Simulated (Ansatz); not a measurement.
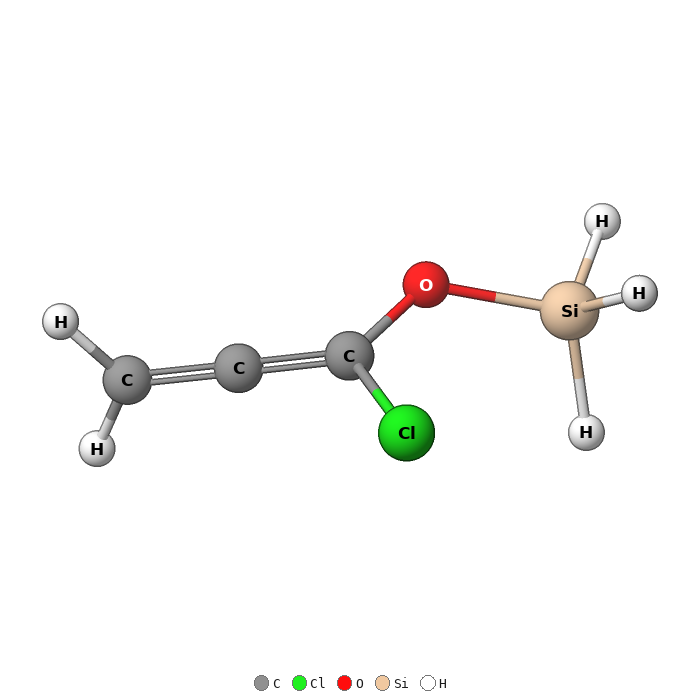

The geometry was computed by an optimisation with PBE0-D4/def2-TZVP. Program: Ansatz 0.2.0.

Tabulate HOMO energy (eV) at these levels: B3LYP-D4/def2-TZVPP; B97M-V/def2-TZVPP; BLYP-D4/def2-TZVPP; PBE-D4/def2-TZVPP; PBE0-D4/def2-QZVPP; SPW92 (LDA)/def2-TZVPP; r2SCANh-D4/def2-TZVPP; revPBE-D4/def2-TZVPP.

| level | HOMO energy (eV) |
| --- | --- |
| B3LYP-D4/def2-TZVPP | −6.66 |
| B97M-V/def2-TZVPP | −5.96 |
| BLYP-D4/def2-TZVPP | −5.55 |
| PBE-D4/def2-TZVPP | −5.68 |
| PBE0-D4/def2-QZVPP | −6.89 |
| SPW92 (LDA)/def2-TZVPP | −5.83 |
| r2SCANh-D4/def2-TZVPP | −6.33 |
| revPBE-D4/def2-TZVPP | −5.62 |
